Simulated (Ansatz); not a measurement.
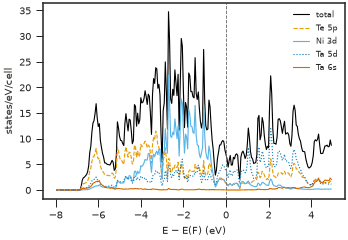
Fig. 1. Total and projected density of states of TaNiTe2 in space group Pmna (No. 53; Ta on 4e, Ni on 4h, Te on 4h, Te on 4g), r²SCAN (plane waves, PAW; program Ansatz)

**Question.** Which orbitals carry the states next to the Fermi level?

**Answer.** Within 0.5 eV of the Fermi level: Ta 5d 51 %, Te 5p 22 %, Ni 3d 21 %. Projections are on Löwdin-orthogonalised atomic valence shells; empty p or d shells of many metals are not among them.

**Question.** Where is the tallest occupied peak in this window, and what makes it?

**Answer.** Near -2.7 eV, about 35 states/eV per cell; the largest projected share is Ni 3d.

The workflow started from a Materials Project entry (that database holds measured and hypothetical structures alike); the Crystallography Open Database copy checked does not list it. Its standing as an ambient phase is unchecked. The r²SCAN relaxation kept the symmetry of its start; whether a distortion lowers the energy is not shown. The run is not spin-polarised. A crystal of weakly bound layers computed without a dispersion correction: the cell and the soft elastic constants depend strongly on that. Spin–orbit coupling is left out wherever it is not named.

Potentials: the later of the program's two PAW sets.
